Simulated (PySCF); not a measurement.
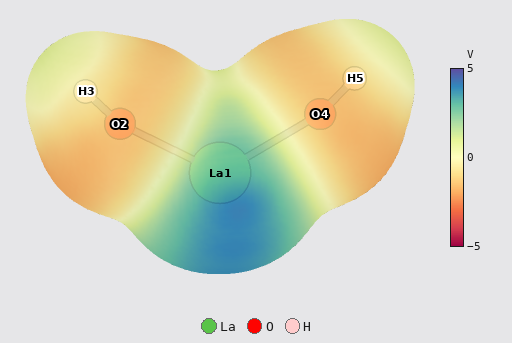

*H₂LaO₂. The molecular electrostatic potential painted on the density surface at 0.002 e/bohr³, seen at a tilt; the colour scale runs from red (negative) to blue (positive).*

Core potentials replace the inner electrons of La.

Method: PySCF 2.14.0, RKS PBE0, La lcecp-0-SVP with ECP47, O def2-SVP, H def2-SVP; non-relativistic Hamiltonian with scalar-relativistic core potentials where named; density fitting.

```xyz
5

La    0.0000    0.0000   -0.5238
O     1.9641   -0.0375    0.5566
H     2.6404   -0.0510    1.2375
O    -1.9641    0.0375    0.5566
H    -2.6404    0.0510    1.2375
```

Where is the surface potential most negative and most positive?

Answer. The most negative region (about −1.9 V) lies over O2 and O4, the most positive (about +4.0 V) over La1.
